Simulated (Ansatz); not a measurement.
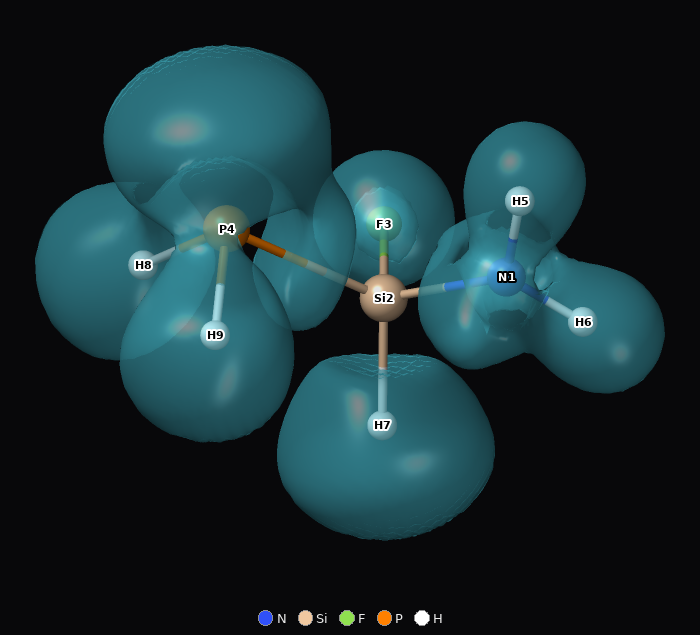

Figure. FH$_{5}$NPSi (SMILES N[SiH](F)P). Isosurface of the electron localisation function at 0.75 (cyan), seen from one side. Only the valence region is drawn (cores and ρ < 0.01 e/Å³ removed).

Geometry: PBE0-D4/def2-TZVP.

Computed with Ansatz 0.2.0, RKS PBE0-D4/def2-TZVPP.

```xyz
9

N    -0.1946    1.3382   -0.8055
Si    0.5556   -0.0090   -0.0993
F     1.4843   -0.8566   -1.1002
P    -1.0651   -1.4225    0.5273
H    -0.9692    1.2472   -1.4419
H     0.2834    2.2174   -0.9133
H     1.4659    0.4972    0.9537
H    -0.1596   -2.3377    1.1255
H    -1.3121   -0.7206    1.7368
```

Q: What do the ELF domains correspond to?

A: The surface consists of one region around a hydrogen nucleus, one region wrapped around F (its lone pairs, merged into a ring or cap), one joined region spread over several atoms (H, N), in which their bonds and any lone pairs are merged and one joined region spread over several atoms (H, P), in which their bonds and any lone pairs are merged.

Values along the shortest contacts:
Si–F (1.61 Å): the ELF peaks at about 0.85 in the valence shell of F, 0.6 Å from its nucleus, and is about 0.55 at the midpoint. Si–N (1.70 Å): the ELF peaks at about 0.90 between the atoms (a polar covalent bond).
